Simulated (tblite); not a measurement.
## Run report: C$_{2}$H$_{8}$Ge$_{2}$OSi, geometry relaxation (part 1 of 4)

System: C$_{2}$H$_{8}$Ge$_{2}$OSi, SMILES C#C[SiH2][O][GeH2][GeH3].
Method: GFN2-xTB geometry optimisation, gas phase (tblite 0.8.0).

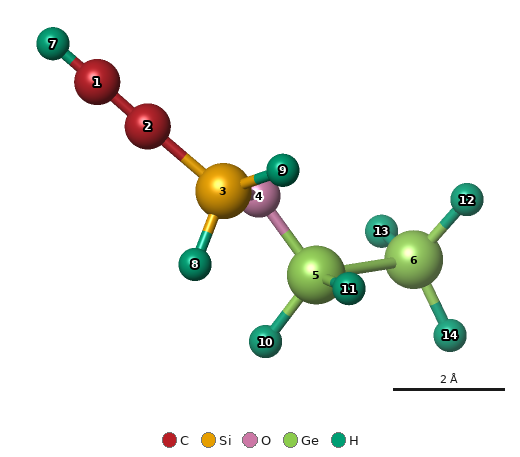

Figure 1. The input geometry (ball-and-stick view, seen at a tilt; atoms are numbered from 1 in the order of the input). Sticks mark near contacts.

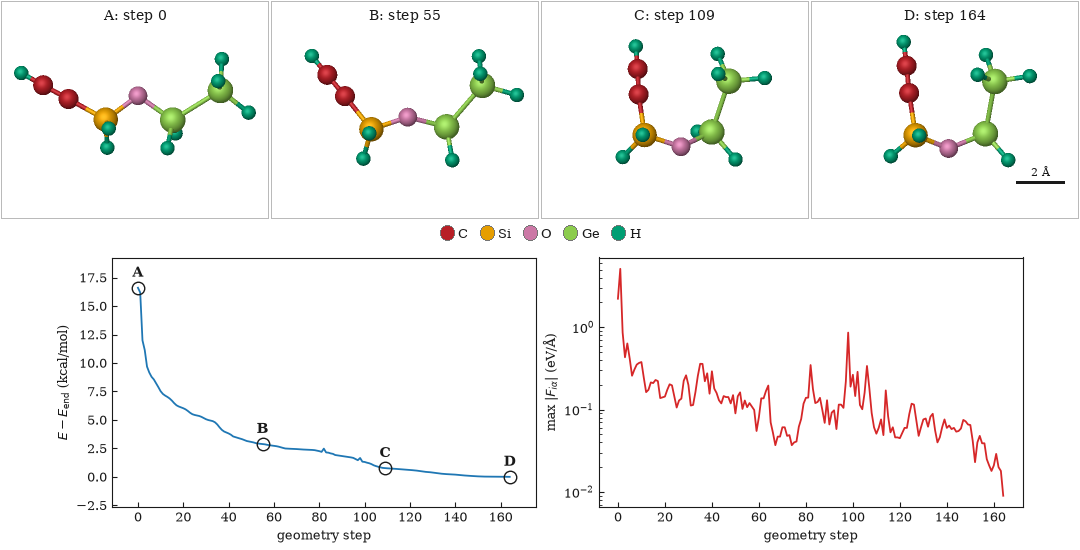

Figure 2. Frames of the relaxation (ball-and-stick view, seen at a tilt) above the curves, on which the letters mark them (steps are counted from 0).

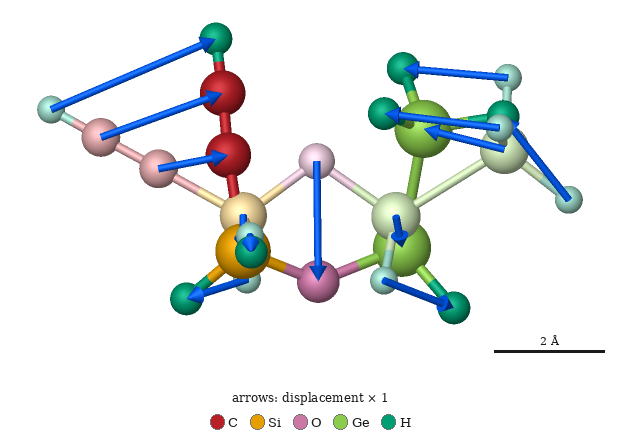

Figure 3. Start (faint) and end (solid) with the displacements as blue arrows, at true length (ball-and-stick view, seen at a tilt). The two geometries are laid on each other by the best rigid fit. Over 164 geometry steps the energy falls by 16.6 kcal/mol. Largest force component: 2.2 eV/Å at the start, 0.009 eV/Å at the end. The atom that moves furthest after the best rigid fit is H7 (3.29 Å). Largest moves by element: H 3.29 Å, C 2.37 Å, O 2.21 Å, Ge 1.53 Å, Si 0.76 Å. Among the contacts that change: Si3–O4 1.723 → 1.626 Å, C2–Si3 1.805 → 1.860 Å, Ge5–H10 1.574 → 1.519 Å, Ge6–H12 1.551 → 1.499 Å. Among the angles that change: Si3–O4–Ge5 108.4° → 139.2°, H12–Ge6–H14 113.4° → 105.4°, H13–Ge6–H14 111.8° → 104.9°. (Atoms are counted from 1 in the order of the input.)

The input that produced these results follows, with the program's output.

Input
```
{"job": {"kind": "relax", "xc": "GFN2-xTB", "basis": "xTB"}, "charge": 0, "multiplicity": 1}
C      4.034100    -0.785800    -1.098600
C      3.048500    -0.150900    -0.762700
Si     1.610600     0.801400    -0.231500
O      0.197900    -0.185400    -0.214500
Ge    -1.219600     0.869800    -0.093400
Ge    -3.060200    -0.208700     1.021000
H      4.879800    -1.348900    -1.404000
H      1.373700     1.857300    -1.211200
H      1.789300     1.347900     1.097500
H     -1.640600     1.245900    -1.562700
H     -0.778500     2.147300     0.687400
H     -2.656700    -0.415900     2.503700
H     -3.310300    -1.608200     0.403100
H     -4.268600     0.713900     0.843500
```

The first line tells a small driver script what to run in tblite; the rest is the geometry in Å.

Run as:
```bash
OMP_NUM_THREADS=1 python <driver script> task.json out
```

Log
```
step      E/eV     max force
  0    -489.37488    2.928
  1    -489.39303    6.380
  2    -489.57525    0.883
  3    -489.61219    0.543
  4    -489.67522    0.894
  5    -489.69779    0.530
  6    -489.71405    0.299
  7    -489.72399    0.318
  8    -489.73837    0.387
  9    -489.75335    0.411
 10    -489.76890    0.422
 11    -489.77929    0.271
 12    -489.78560    0.187
 13    -489.79071    0.236
 14    -489.79679    0.294
 15    -489.80493    0.293
 16    -489.81457    0.295
 17    -489.82252    0.248
 18    -489.82713    0.168
 19    -489.83040    0.168
 20    -489.83375    0.155
 21    -489.83801    0.197
 22    -489.84403    0.255
 23    -489.85105    0.290
 24    -489.85648    0.198
 25    -489.85941    0.119
 26    -489.86119    0.148
 27    -489.86325    0.173
 28    -489.86655    0.270
 29    -489.87107    0.297
 30    -489.87556    0.210
 31    -489.87865    0.112
 32    -489.88056    0.115
 33    -489.88284    0.180
 34    -489.88741    0.272
 35    -489.89564    0.375
 36    -489.90655    0.373
 37    -489.91603    0.228
 38    -489.92243    0.287
 39    -489.92593    0.168
 40    -489.92982    0.359
 41    -489.93459    0.228
 42    -489.94120    0.175
 43    -489.94406    0.162
 44    -489.94655    0.154
 45    -489.94914    0.221
 46    -489.95180    0.150
 47    -489.95541    0.158
 48    -489.95859    0.131
 49    -489.96055    0.210
 50    -489.96216    0.107
 51    -489.96400    0.155
 52    -489.96670    0.184
 53    -489.96832    0.126
 54    -489.96935    0.172
 55    -489.97013    0.145
 56    -489.97120    0.158
 57    -489.97313    0.148
 58    -489.97458    0.118
 59    -489.97585    0.074
 60    -489.97685    0.108
 61    -489.97820    0.176
 62    -489.98000    0.164
 63    -489.98255    0.214
 64    -489.98489    0.242
 65    -489.98706    0.089
 66    -489.98769    0.069
 67    -489.98807    0.046
 68    -489.98836    0.047
 69    -489.98877    0.051
 70    -489.98928    0.068
 71    -489.98997    0.079
 72    -489.99061    0.071
 73    -489.99107    0.069
 74    -489.99140    0.046
 75    -489.99174    0.051
 76    -489.99212    0.045
 77    -489.99267    0.091
 78    -489.99351    0.104
 79    -489.99515    0.136
 80    -489.99720    0.150
 81    -489.99995    0.192
 82    -489.98761    0.387
 83    -490.00211    0.229
 84    -490.00297    0.170
 85    -490.00576    0.137
 86    -490.00752    0.141
 87    -490.01193    0.144
 88    -490.01320    0.087
 89    -490.01444    0.168
 90    -490.01537    0.077
 91    -490.01659    0.102
 92    -490.01834    0.107
 93    -490.01961    0.083
 94    -490.02108    0.131
 95    -490.02297    0.118
 96    -490.02755    0.117
 97    -490.03167    0.242
 98    -490.02321    0.901
 99    -490.03736    0.204
100    -490.03836    0.273
101    -490.04108    0.216
102    -490.04321    0.304
103    -490.04656    0.127
104    -490.05109    0.122
105    -490.05418    0.187
106    -490.05675    0.384
107    -490.05916    0.233
108    -490.06102    0.096
109    -490.06199    0.067
110    -490.06256    0.061
111    -490.06306    0.070
112    -490.06361    0.081
113    -490.06437    0.057
114    -490.06489    0.177
115    -490.06551    0.085
116    -490.06625    0.060
117    -490.06685    0.065
118    -490.06748    0.052
119    -490.06813    0.052
120    -490.06885    0.060
121    -490.06962    0.073
122    -490.07042    0.069
123    -490.07136    0.068
124    -490.07258    0.103
125    -490.07402    0.131
126    -490.07532    0.126
127    -490.07618    0.088
128    -490.07680    0.059
129    -490.07762    0.068
130    -490.07880    0.086
131    -490.08018    0.103
132    -490.08138    0.085
133    -490.08237    0.096
134    -490.08323    0.095
135    -490.08403    0.063
136    -490.08462    0.056
137    -490.08503    0.062
138    -490.08539    0.077
139    -490.08593    0.092
140    -490.08660    0.075
141    -490.08743    0.074
142    -490.08836    0.068
143    -490.08921    0.084
144    -490.08983    0.062
145    -490.09032    0.074
146    -490.09092    0.081
147    -490.09163    0.093
148    -490.09229    0.080
149    -490.09279    0.092
150    -490.09321    0.065
151    -490.09364    0.047
152    -490.09403    0.029
153    -490.09414    0.045
154    -490.09424    0.052
155    -490.09434    0.044
156    -490.09444    0.045
157    -490.09458    0.027
158    -490.09467    0.024
159    -490.09476    0.021
160    -490.09484    0.025
161    -490.09492    0.031
162    -490.09498    0.021
163    -490.09500    0.019
164    -490.09502    0.010
```

Trajectory as extended XYZ (Å, eV, eV/Å), 57 of the 165 frames kept, from step=0 to step=164
```
14
Properties=species:S:1:pos:R:3:forces:R:3 step=0 energy=-489.37488
C     4.0341   -0.7858   -1.0986   -1.2590   0.7480   0.4040
C     3.0485   -0.1509   -0.7627    2.2220  -1.7450  -0.7700
Si    1.6106    0.8014   -0.2315   -1.7470  -0.4820  -0.0310
O     0.1979   -0.1854   -0.2145    1.4100   1.3610   0.0350
Ge   -1.2196    0.8698   -0.0934   -1.0120  -0.1390   0.0020
Ge   -3.0602   -0.2087    1.0210    0.7040  -0.2220  -0.1580
H     4.8798   -1.3489   -1.4040   -0.2440   0.2120   0.0960
H     1.3737    1.8573   -1.2112    0.0450   0.1670  -0.1370
H     1.7893    1.3479    1.0975    0.0640   0.0490   0.3380
H    -1.6406    1.2459   -1.5627    0.4040   0.0750   0.4590
H    -0.7785    2.1473    0.6874   -0.0930  -0.1810  -0.3860
H    -2.6567   -0.4159    2.5037   -0.4980   0.0540  -0.4820
H    -3.3103   -1.6082    0.4031   -0.1650   0.5630   0.3730
H    -4.2686    0.7139    0.8435    0.1680  -0.4590   0.2580
14
Properties=species:S:1:pos:R:3:forces:R:3 step=3 energy=-489.61219
C     4.0369   -0.7907   -1.1008   -0.3510   0.1530   0.0990
C     3.0596   -0.1733   -0.7669    0.1170  -0.3790  -0.0560
Si    1.5781    0.7852   -0.2367    0.3620   0.2150  -0.0320
O     0.2347   -0.1387   -0.2128   -0.2110   0.3650   0.0330
Ge   -1.2560    0.8670   -0.0934   -0.1890   0.0540  -0.0020
Ge   -3.0358   -0.2181    1.0162    0.1390  -0.0910  -0.0150
H     4.8756   -1.3433   -1.4019    0.1450  -0.0310  -0.0360
H     1.3763    1.8636   -1.2161    0.0840   0.0640  -0.0370
H     1.7916    1.3479    1.1071    0.0330  -0.0720  -0.0280
H    -1.6227    1.2491   -1.5434    0.2810   0.0650   0.2450
H    -0.7847    2.1378    0.6692   -0.1900  -0.1870  -0.3340
H    -2.6783   -0.4136    2.4834   -0.3290   0.0250  -0.2500
H    -3.3178   -1.5852    0.4188   -0.1460   0.2540   0.2060
H    -4.2584    0.6917    0.8552    0.2560  -0.4320   0.2070
14
Properties=species:S:1:pos:R:3:forces:R:3 step=6 energy=-489.71405
C     4.0345   -0.8010   -1.1035    0.0820  -0.1130  -0.0390
C     3.0451   -0.2129   -0.7647   -0.1370  -0.1000   0.0190
Si    1.6049    0.8085   -0.2426   -0.0860   0.0100  -0.0190
O     0.2225   -0.0712   -0.2074    0.0800   0.1180   0.0210
Ge   -1.2836    0.8709   -0.0931    0.2210  -0.0360  -0.0430
Ge   -3.0105   -0.2291    1.0107    0.0060  -0.0080  -0.0230
H     4.8866   -1.3411   -1.4035    0.0070   0.0130   0.0040
H     1.3920    1.8769   -1.2244    0.1570   0.1170  -0.0650
H     1.7997    1.3394    1.1089    0.1140   0.0200   0.0520
H    -1.5806    1.2617   -1.5119    0.0210   0.1080  -0.1840
H    -0.8147    2.1155    0.6203   -0.1400   0.2090   0.0080
H    -2.7287   -0.4111    2.4533   -0.0580  -0.0490   0.2520
H    -3.3433   -1.5543    0.4478   -0.1400  -0.2580  -0.0550
H    -4.2245    0.6274    0.8877   -0.1290  -0.0320   0.0730
14
Properties=species:S:1:pos:R:3:forces:R:3 step=9 energy=-489.75335
C     4.0332   -0.8172   -1.1067   -0.1420   0.0340   0.0450
C     3.0270   -0.2567   -0.7652   -0.2300   0.1290   0.0520
Si    1.6142    0.8303   -0.2470    0.3690  -0.1070  -0.0730
O     0.2263   -0.0287   -0.2015    0.2460  -0.1870  -0.0090
Ge   -1.2644    0.8723   -0.1025   -0.3620   0.1660  -0.1030
Ge   -3.0003   -0.2412    1.0079   -0.0120  -0.2750   0.1150
H     4.8938   -1.3385   -1.4037    0.0940  -0.0870  -0.0330
H     1.4288    1.9021   -1.2377    0.1600   0.0330   0.0200
H     1.8241    1.3381    1.1150    0.1020   0.0330  -0.0350
H    -1.5568    1.2855   -1.5281    0.0050   0.0100  -0.0660
H    -0.8546    2.1425    0.5991   -0.0820   0.2140   0.0800
H    -2.7625   -0.4186    2.4793   -0.0060  -0.0410  -0.0390
H    -3.3784   -1.5820    0.4535    0.0050   0.0090   0.0510
H    -4.2310    0.5916    0.9154   -0.1470   0.0670  -0.0050
14
Properties=species:S:1:pos:R:3:forces:R:3 step=12 energy=-489.78560
C     4.0217   -0.8328   -1.1066    0.0140  -0.0350  -0.0040
C     3.0027   -0.2928   -0.7663    0.1630   0.0090  -0.0680
Si    1.6476    0.8456   -0.2541   -0.0700   0.0330   0.0580
O     0.2515   -0.0028   -0.1971   -0.0910   0.0980  -0.0140
Ge   -1.2761    0.8900   -0.1191   -0.0940   0.0290   0.0630
Ge   -3.0000   -0.2762    1.0175   -0.1500   0.0250   0.0330
H     4.8982   -1.3395   -1.4034   -0.1170  -0.0200   0.0290
H     1.4847    1.9279   -1.2459    0.1560  -0.0510   0.0890
H     1.8612    1.3413    1.1146    0.1180   0.0480  -0.0840
H    -1.5356    1.3089   -1.5544   -0.0290  -0.0510  -0.0220
H    -0.9037    2.1905    0.5876   -0.0870  -0.0030   0.0060
H    -2.7924   -0.4322    2.5013    0.0680  -0.0680  -0.1100
H    -3.4104   -1.6115    0.4635    0.0680   0.0230   0.0600
H    -4.2501    0.5631    0.9404    0.0490  -0.0370  -0.0360
14
Properties=species:S:1:pos:R:3:forces:R:3 step=15 energy=-489.80493
C     4.0169   -0.8480   -1.1071    0.0770  -0.0480  -0.0270
C     3.0030   -0.3004   -0.7740   -0.1110   0.1250   0.0450
Si    1.6627    0.8519   -0.2511   -0.1320  -0.0900   0.0000
O     0.2507    0.0303   -0.1965   -0.2000   0.2100   0.0420
Ge   -1.3077    0.9067   -0.1191    0.1410  -0.0760   0.0070
Ge   -3.0221   -0.2940    1.0272    0.1300   0.1600  -0.1550
H     4.8881   -1.3515   -1.4014    0.0920  -0.1520  -0.0460
H     1.5479    1.9352   -1.2349    0.0800   0.0540  -0.0260
H     1.9068    1.3539    1.1012    0.0980   0.0600   0.0760
H    -1.5295    1.3113   -1.5713   -0.0750  -0.0630   0.0610
H    -0.9495    2.2191    0.5831   -0.0900  -0.0520  -0.0100
H    -2.7956   -0.4538    2.4933    0.0910  -0.0620   0.0850
H    -3.4153   -1.6241    0.4812    0.0210  -0.1140  -0.0270
H    -4.2572    0.5428    0.9472   -0.1220   0.0480  -0.0250
14
Properties=species:S:1:pos:R:3:forces:R:3 step=18 energy=-489.82713
C     4.0119   -0.8710   -1.1086   -0.0370   0.0070   0.0010
C     3.0025   -0.3057   -0.7833   -0.0200  -0.0290   0.0290
Si    1.6708    0.8570   -0.2453    0.1380   0.0600  -0.0090
O     0.2266    0.1000   -0.1886    0.0960   0.0150   0.0880
Ge   -1.3348    0.9245   -0.1207   -0.0320   0.0720  -0.0820
Ge   -3.0360   -0.3016    1.0226    0.1220  -0.0190  -0.0470
H     4.8811   -1.3853   -1.4030   -0.0240  -0.0720  -0.0080
H     1.6454    1.9521   -1.2232   -0.0420   0.0380  -0.0490
H     1.9816    1.3769    1.0912   -0.0200  -0.0360   0.0570
H    -1.5325    1.3063   -1.5854   -0.1270  -0.0560   0.0940
H    -1.0263    2.2517    0.5749   -0.0650  -0.0400  -0.0010
H    -2.7887   -0.4907    2.4914    0.0620   0.0190  -0.0210
H    -3.4189   -1.6549    0.5018    0.0470   0.0150  -0.0480
H    -4.2834    0.5201    0.9542   -0.0990   0.0260  -0.0040
14
Properties=species:S:1:pos:R:3:forces:R:3 step=20 energy=-489.83375
C     4.0099   -0.8764   -1.1096   -0.0230  -0.0180  -0.0040
C     3.0013   -0.3089   -0.7829    0.0730  -0.0880  -0.0060
Si    1.6793    0.8625   -0.2442    0.0800   0.1250   0.0260
O     0.2262    0.1202   -0.1794    0.1440   0.0100   0.0570
Ge   -1.3401    0.9318   -0.1262   -0.0050   0.0080   0.0360
Ge   -3.0282   -0.3014    1.0157   -0.1010  -0.0100   0.0380
H     4.8777   -1.3992   -1.4041   -0.1150  -0.0110   0.0220
H     1.6625    1.9591   -1.2250   -0.0480   0.0010  -0.0150
H     1.9963    1.3794    1.0947   -0.0290  -0.0470   0.0150
H    -1.5440    1.3000   -1.5800   -0.1290  -0.0160  -0.0540
H    -1.0483    2.2536    0.5723   -0.0480   0.0260   0.0160
H    -2.7814   -0.4972    2.4894    0.0540   0.0410  -0.0880
H    -3.4155   -1.6607    0.5019    0.0640   0.0580  -0.0460
H    -4.2963    0.5167    0.9552    0.0830  -0.0790   0.0030
14
Properties=species:S:1:pos:R:3:forces:R:3 step=23 energy=-489.85105
C     4.0005   -0.9014   -1.1134    0.0070  -0.0780  -0.0040
C     2.9999   -0.3257   -0.7799   -0.0560   0.0770   0.0400
Si    1.7224    0.8974   -0.2370   -0.1060  -0.0120   0.0120
O     0.2482    0.1913   -0.1424   -0.0290   0.1240  -0.0430
Ge   -1.3594    0.9525   -0.1328    0.1510  -0.1970   0.1490
Ge   -3.0288   -0.3063    1.0038   -0.1250   0.0110   0.0400
H     4.8493   -1.4510   -1.4055   -0.0320  -0.0490  -0.0140
H     1.7189    1.9825   -1.2308   -0.0360  -0.0030   0.0180
H     2.0468    1.3829    1.1074    0.0250   0.0160   0.0400
H    -1.6033    1.2789   -1.5821   -0.0430   0.0260  -0.1540
H    -1.1327    2.2749    0.5688    0.0020   0.1300   0.0050
H    -2.7480   -0.5138    2.4670    0.0120   0.0540  -0.0380
H    -3.3933   -1.6714    0.4956    0.0380   0.0300  -0.0710
H    -4.3213    0.4889    0.9592    0.1920  -0.1300   0.0190
```
